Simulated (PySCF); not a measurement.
H3O4W (charge +1)

Input

```
mol = gto.M(atom='''
W     -0.28495     0.00000     0.21867
O      0.62089     0.00000     1.64642
O      0.13834     1.50621    -0.74463
H      0.69312     2.31480    -0.72239
O     -2.06946     0.00000     0.65787
H     -2.67798     0.00000     1.42735
O      0.13834    -1.50621    -0.74463
H      0.69312    -2.31480    -0.72239''',
    basis={'W': 'def2-SVP', 'O': 'def2-SVP', 'H': 'def2-SVP'},
    ecp={'W': 'def2-SVP'},
    charge=1, spin=0)
mf = dft.RKS(mol, xc='PBE')
mf.grids.atom_grid = (75, 302)  # f atoms: at least (60, 302), unpruned
mf = mf.density_fit()  # W def2-universal-JKFIT, O def2-universal-JKFIT, H def2-universal-JKFIT
mf.conv_tol = 1e-09; mf.max_cycle = 55
mf.kernel(dm0)
```

Launched as:

```sh
OMP_NUM_THREADS=2 python run.py
```

Core potentials replace the inner electrons of W.

All numbers below come from PySCF 2.14.0, RKS PBE, W def2-SVP with ECP60, O def2-SVP, H def2-SVP; non-relativistic Hamiltonian with scalar-relativistic core potentials where named; density fitting.

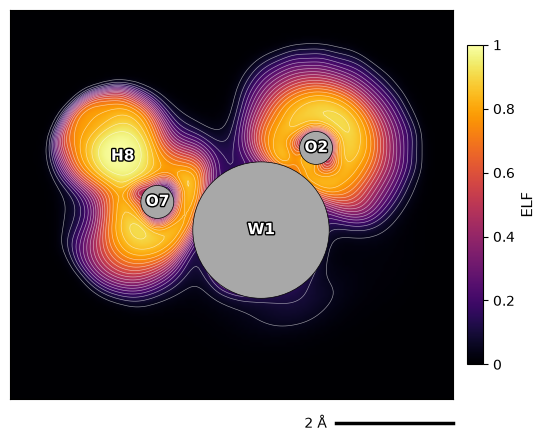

Figure 1. ELF on the plane of atoms O2, W1 and O7. Grey discs cover the atomic cores.

> What does the map show?

The section cuts through W, O and H sites. W–O (1.69 Å): the ELF is about 0.35 at the midpoint. O–H (0.98 Å): the ELF climbs to about 1 towards the hydrogen, as it does in any bond to H; an ordinary covalent bond to hydrogen. W–O (1.84 Å): the ELF peaks at about 0.80 in the valence shell of O, 0.5 Å from its nucleus, and drops to about 0.30 between the two atoms.

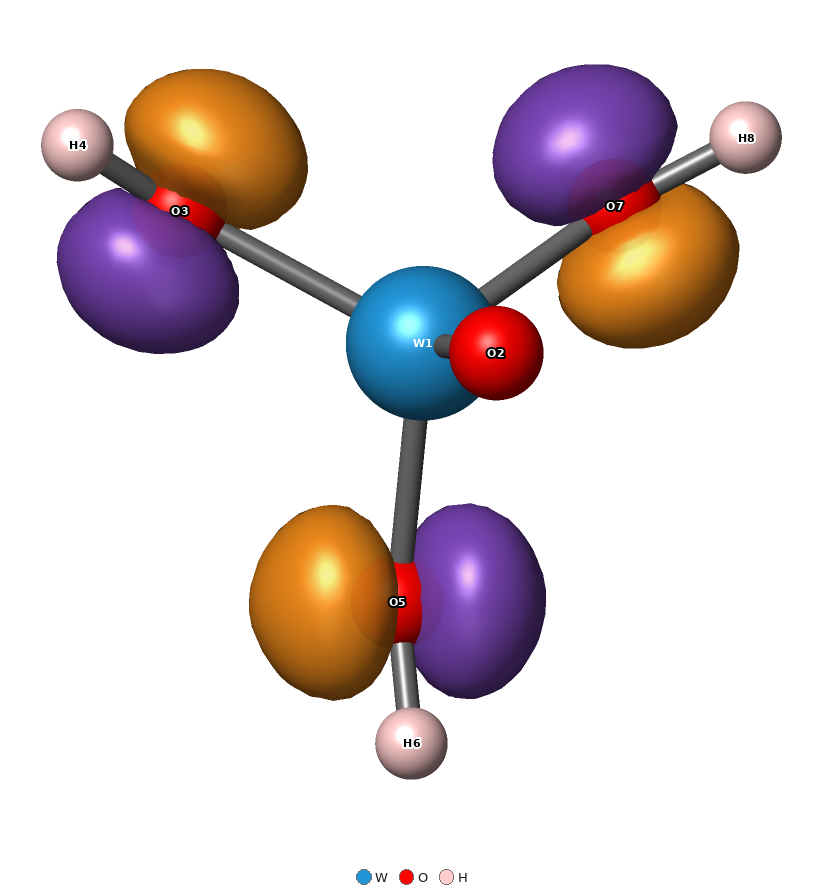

Figure 2. One frontier orbital at ±0.2 Å⁻³ᐟ² (orange and purple are the two phases), seen at a tilt.

> Which orbital is it: HOMO or LUMO?

The HOMO, at −13.94 eV. It lies mainly on O3 (about 30 %), O5 (about 30 %) and O7 (about 30 %); largely a combination of lone pairs on O3, O5 and O7.

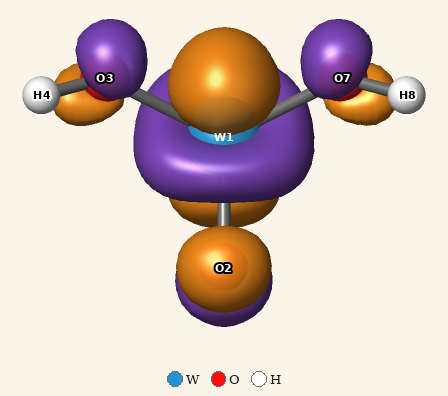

Figure 3. The LUMO at ±0.15 Å⁻³ᐟ² (orange and purple are the two phases), seen from one side.

> Where does this orbital lie, and at what energy?

It lies mainly on W1 (about 55 %), O2 (about 15 %), O3 (about 10 %), O5 (about 10 %) and O7 (about 10 %). It is one of a degenerate set, so its orientation is arbitrary. Its energy is −8.42 eV.
